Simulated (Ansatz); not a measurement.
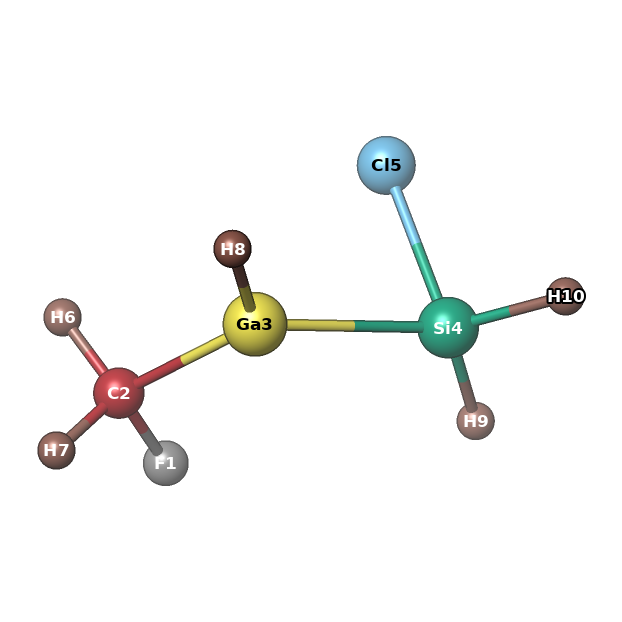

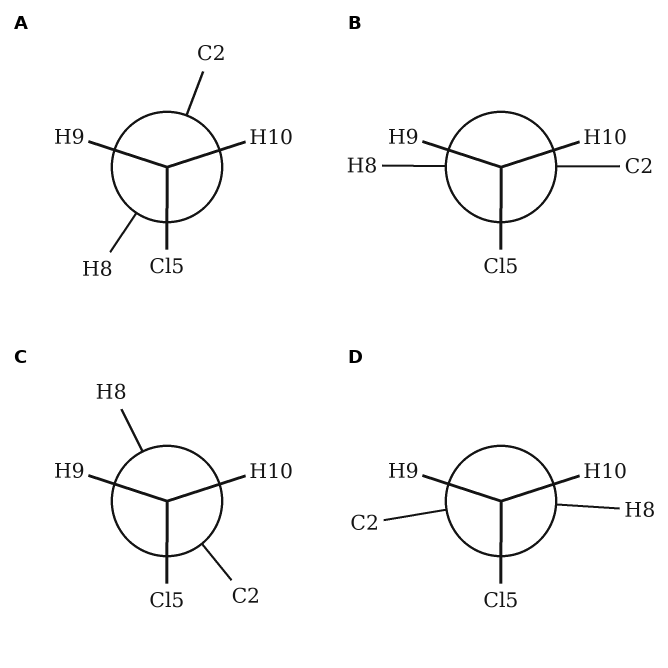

Distant atoms are faded towards the background colour. Bonds that would overlap in a projection are set slightly apart. The computed structure is the end point of a PBE-D4/def2-SVP optimisation. No frequency run is at hand to confirm it as a minimum.

### Which Newman projection shows the view along Si4–Ga3, with Si4 in front?

D. The torsion angle Cl5–Si4–Ga3–C2 is 81°, about perpendicular.
